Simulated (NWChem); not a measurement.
# CH5Al (SMILES [CH3][AlH2]) at B1B95-D3(0)/aug-pcseg-1

Aim: the vertical ionisation energy of CH5Al at B1B95-D3(0)/aug-pcseg-1, from 2 runs. 

Program for the calculation: NWChem 7.3.0.

2 further runs of the same task are left out: 2 that didn't finish.

**1. The molecule**

CH5Al has 7 atoms, charge 0, and is taken as a singlet. SMILES: `[CH3][AlH2]`. The shape is that of a PBE0-D4/def2-TZVP optimisation.

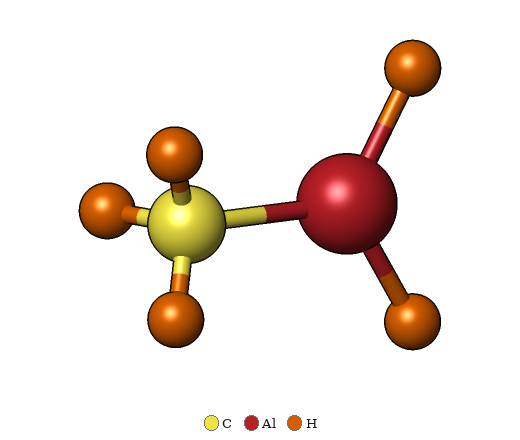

Viewed from a chosen angle; carbon yellow, aluminium red, hydrogen orange.

**2. A single-point energy at B1B95-D3(0)/aug-pcseg-1**

Input file struct.nw:

```
START struct
TITLE "CH5Al"
memory stack 880 mb heap 220 mb global 1100 mb

GEOMETRY noautoz
C       -0.448500      -0.695600      -0.355500
Al       0.562900       0.778300       0.424700
H       -1.063100      -1.219600       0.380800
H       -1.134400      -0.306400      -1.118200
H        0.193400      -1.425500      -0.855600
H        0.016000       1.549300       1.703400
H        1.934800       1.251600      -0.225400
END

BASIS spherical bse
C library aug-pcseg-1
Al library aug-pcseg-1
H library aug-pcseg-1
END

DFT
xc b1b95
disp vdw 3
grid fine
convergence energy 1e-08
noprint "final vectors analysis"
END

TASK dft energy
```

Command:

```
$ nwchem struct.nw > struct.out
```

Log:

```text
[...]
          Wavefunction type:  closed shell.
          No. of atoms     :     7
          No. of electrons :    24
[...]
          Charge           :     0
          Spin multiplicity:     1
[...]
          AO basis - number of functions:    95
[...]
              XC Information
              --------------
                        B1B95 Method XC Functional
                     Hartree-Fock (Exact) Exchange  0.280
                    Becke 1988 Exchange Functional  0.720
                         B95 Correlation Potential  1.000
[...]
 d= 0,ls=0.0,diis     1   -283.4733417214 -3.34D+02  7.60D-03  1.37D-01     4.7
[...]
 d= 0,ls=0.0,diis     7   -283.4929967887 -7.14D-09  1.03D-06  2.66D-10    21.8
         Total DFT energy =     -283.492996788711
      One electron energy =     -491.833818099241
           Coulomb energy =      183.640451012294
    Exchange-Corr. energy =      -25.917039163712
 Nuclear repulsion energy =       50.618455393081
    Dispersion correction =       -0.001045931134
[...]
```

Run time: 23 s. Hardware: 1 thread of AMD EPYC 7R43 (Zen 3), shared host; peak memory 0.12 GiB.

**3. The doublet cation, same level**

Input file nw.nw:

```
start nw
title "CH5Al B1B95"
memory stack 880 mb heap 220 mb global 1100 mb
charge 1

geometry units angstrom noautosym nocenter noautoz
   C     -0.448500    -0.695600    -0.355500
   Al     0.562900     0.778300     0.424700
   H     -1.063100    -1.219600     0.380800
   H     -1.134400    -0.306400    -1.118200
   H      0.193400    -1.425500    -0.855600
   H      0.016000     1.549300     1.703400
   H      1.934800     1.251600    -0.225400
end

basis spherical bse
   C library aug-pcseg-1
   Al library aug-pcseg-1
   H library aug-pcseg-1
end

dft
   xc b1b95
   mult 2
   disp vdw 3
   grid fine
   convergence energy 1e-08
   iterations 150
   noprint "final vectors analysis"
end

task dft energy
```

Command:

```
$ nwchem nw.nw > nw.out
```

Log:

```text
[...]
          Wavefunction type:  spin polarized.
          No. of atoms     :     7
          No. of electrons :    23
[...]
          Charge           :     1
          Spin multiplicity:     2
[...]
          AO basis - number of functions:    95
[...]
              XC Information
              --------------
                        B1B95 Method XC Functional
                     Hartree-Fock (Exact) Exchange  0.280
                    Becke 1988 Exchange Functional  0.720
                         B95 Correlation Potential  1.000
[...]
 d= 0,ls=0.0,diis     1   -282.9581001519 -3.34D+02  1.41D-02  2.94D-01     6.8
[...]
 d= 0,ls=0.0,diis    15   -283.1016030749  3.97D-10  7.21D-08  7.97D-12    69.2
[...]
         Total DFT energy =     -283.101603074852
      One electron energy =     -485.749049214772
           Coulomb energy =      177.641463493584
    Exchange-Corr. energy =      -25.611426815611
 Nuclear repulsion energy =       50.618455393081
    Dispersion correction =       -0.001045931134
[...]
      <S2> =      0.7669 (Exact =     0.7500)
[...]
```

Run time: 70 s. Hardware: 1 thread of AMD EPYC 7R43 (Zen 3), shared host; peak memory 0.12 GiB.

**4. What came out**

At B1B95-D3(0)/aug-pcseg-1:

```
                                          quantity          value
                       singlet CH5Al: total energy  -283.49300 Eh
                      singlet CH5Al: dipole moment         0.73 D
                  singlet CH5Al: dispersion energy   -2.75 kJ/mol
                      doublet cation: total energy  -283.10160 Eh
                 doublet cation: dispersion energy   -2.75 kJ/mol
                              doublet cation: ⟨S²⟩          0.767
vertical ionisation energy (to the doublet cation)      10.650 eV
```

In words: Removing an electron at fixed nuclei costs 10.65 eV (246 kcal/mol).
